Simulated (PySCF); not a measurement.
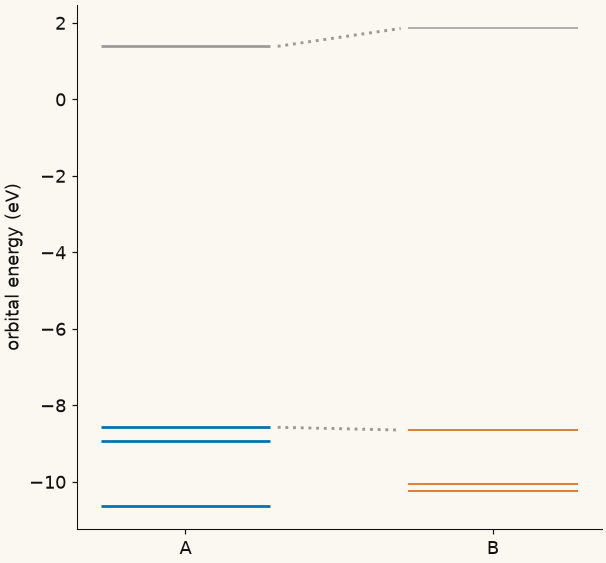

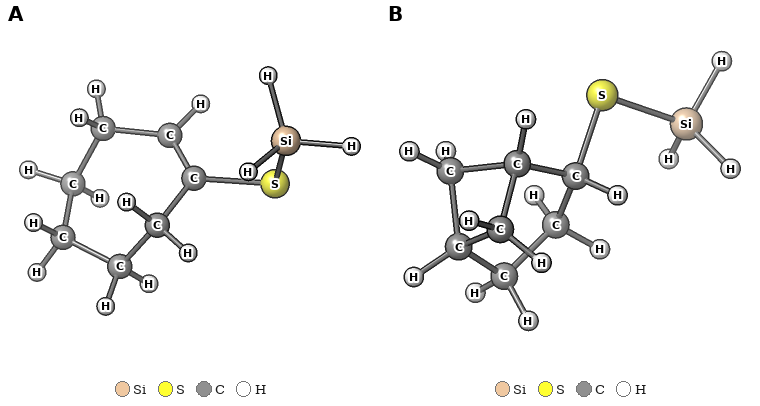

Related molecules: A is C₇H₁₄SSi, SMILES [SiH3]SC1=CCCCCC1; B is C₇H₁₄SSi, SMILES [SiH3]S[C@@H]1CC[C@H]2C[C@@H]1C2. Frontier orbital energies, ωB97X-D/def2-SVPD in PySCF 2.14.0, at a PBE0-D3(BJ)/def2-SVP geometry (no frequency check); drawn are at most three filled levels and, in grey, the LUMO with any level within 0.03 eV of it; dotted lines join the HOMOs and the LUMOs.

Q: What does the change do to the frontier levels?

A: From A to B the HOMO falls by 0.07 eV and the LUMO rises by 0.47 eV, so the separation goes from 9.96 to 10.50 eV.

Q: Does the ΔSCF ionisation energy follow the HOMO?

A: A: −ε(HOMO) 8.58, ΔSCF 8.58 eV; B: −ε(HOMO) 8.65, ΔSCF 8.80 eV.

Limits of at least one run: empty levels above zero depend strongly on the basis; one conformer of a flexible molecule.
